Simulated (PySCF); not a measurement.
Consider C2H6B2N (SMILES [H]/[C]=C\N(B)B) (doublet).

```xyz
11

B    -1.3058   -1.0330    0.1557
N    -0.2882   -0.0662   -0.0227
B    -0.5103    1.3291    0.0945
C     1.0243   -0.5422   -0.3723
C     2.1575    0.0106   -0.0898
H    -1.0781   -2.1670   -0.0312
H    -2.3651   -0.6777    0.4936
H    -1.5643    1.7056    0.4276
H     0.3498    2.0773   -0.1686
H     0.9974   -1.4906   -0.8997
H     2.5882    0.8567    0.3869
```

Geometry: GFN2-xTB.

Method: UKS B3LYP, pcH-1 on B C H N, non-relativistic, mean-field spin-orbit, GIAO in PySCF.

What will maps of the electron density, electron localisation function and spin density show?

B–N (1.41 Å): ρ is about 1.9 e/Å³ halfway; the ELF peaks at about 0.95 between the atoms, as expected for a short, strongly polar bond.
C–N (1.44 Å): the density is about 1.9 e/Å³ at the midpoint; the ELF peaks at about 0.95 between the atoms (a covalent bond).
B–H (1.17 Å): the density is about 1.3 e/Å³ at the midpoint; the ELF climbs to about 1 towards the hydrogen, as it does in any bond to H: a covalent bond by its length.
The unpaired spin (1 electron) lies mostly on C5 (about 0.8), in electrons by Hirshfeld's partition.

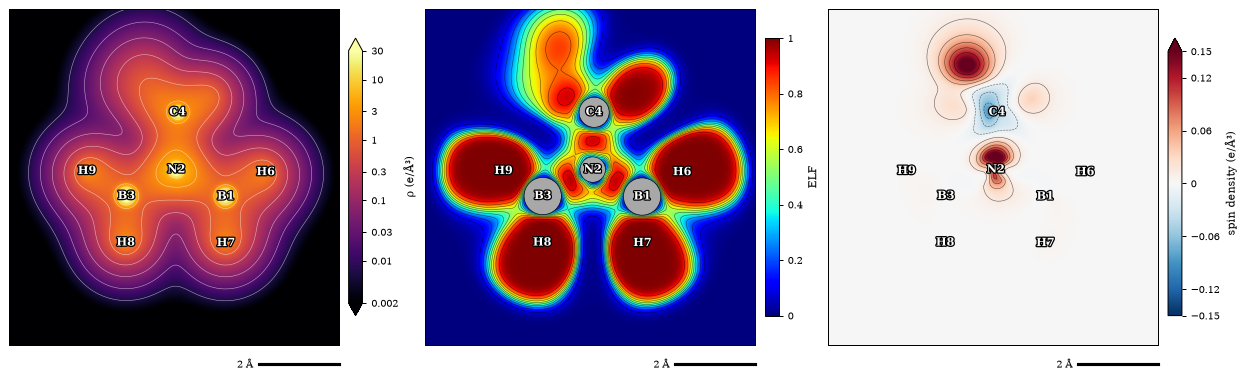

Computed electron density, electron localisation function and spin density on the plane of atoms N2, B3 and H9, in this order. Grey discs cover the atomic cores in the ELF map. 
